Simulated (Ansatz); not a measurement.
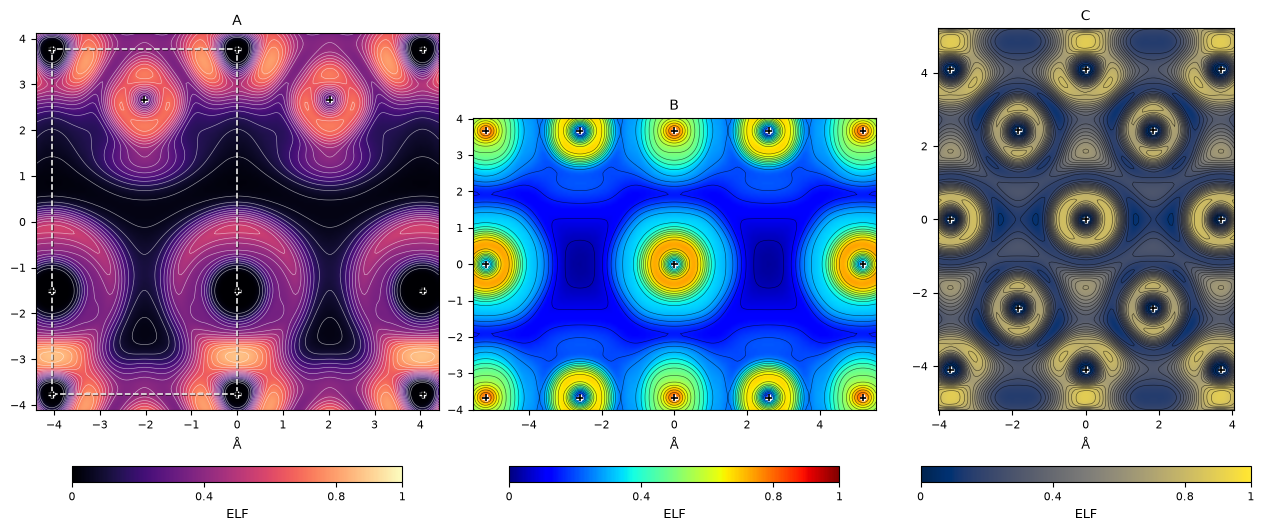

The electron localisation function of 3 systems, each on a plane through atoms (crosses mark nuclei in the plane).

These are results of DFT PBE, scalar-relativistic, plane waves, PAW in Ansatz 0.2.0, not measurements.

System 1: B₂Sb₃Os, the (010) plane of the conventional cell. Space group P-4m2; a structure generated by program, which may or may not match a known phase; computed without spin polarisation.

```
B Sb Os
1.0
     4.04855    0.00000    0.00000
     0.00000    4.04855    0.00000
     0.00000    0.00000    7.53457
B Sb Os
2 3 1
Cartesian
  2.0243 0.0000 6.4308
  0.0000 2.0243 1.1037
  2.0243 0.0000 4.1692
  0.0000 2.0243 3.3654
  0.0000 0.0000 0.0000
  2.0243 2.0243 0.0000
```

System 2: ReHg₃Ru, the (11̄0) plane of the conventional cell. Space group Pm-3m; a structure generated by program, which may or may not match a known phase; spin-polarised.

System 3: ZrTa₂C₂, the (100) plane of the conventional cell. Space group I4/mmm; a structure generated by program, which may or may not match a known phase.

```yaml
crystal:
  lattice:
    - [3.69153, 0.00000, 0.00000]
    - [0.00000, 3.69153, 0.00000]
    - [0.00000, 0.00000, 9.71552]
  atoms:
    - { symbol: Zr, position: [0.00000, 0.00000, 0.00000] }
    - { symbol: Zr, position: [0.50000, 0.50000, 0.50000] }
    - { symbol: Ta, position: [0.00000, 0.50000, 0.25000] }
    - { symbol: Ta, position: [0.50000, 0.00000, 0.75000] }
    - { symbol: Ta, position: [0.50000, 0.00000, 0.25000] }
    - { symbol: Ta, position: [0.00000, 0.50000, 0.75000] }
    - { symbol: C, position: [0.00000, 0.00000, 0.42173] }
    - { symbol: C, position: [0.50000, 0.50000, 0.92173] }
    - { symbol: C, position: [0.00000, 0.00000, 0.57827] }
    - { symbol: C, position: [0.50000, 0.50000, 0.07827] }
```

Question: Which map belongs to which system?

Answer: Panel A is system 1, B₂Sb₃Os: the plane holds B, Sb and Os. B–Sb (2.26 Å): the ELF peaks at about 0.85 in the valence shell of B, 0.8 Å from its nucleus, and is about 0.65 at the midpoint. Panel B is system 2, ReHg₃Ru: the plane holds Re, Hg and Ru. Hg–Ru (2.59 Å): the ELF is about 0.30 at the midpoint; no localised pair shows between them. Panel C is system 3, ZrTa₂C₂: the plane holds Zr, Ta and C. Ta–C (2.49 Å): the ELF peaks at about 0.80 in the valence shell of C, 0.7 Å from its nucleus, and is about 0.20 at the midpoint.
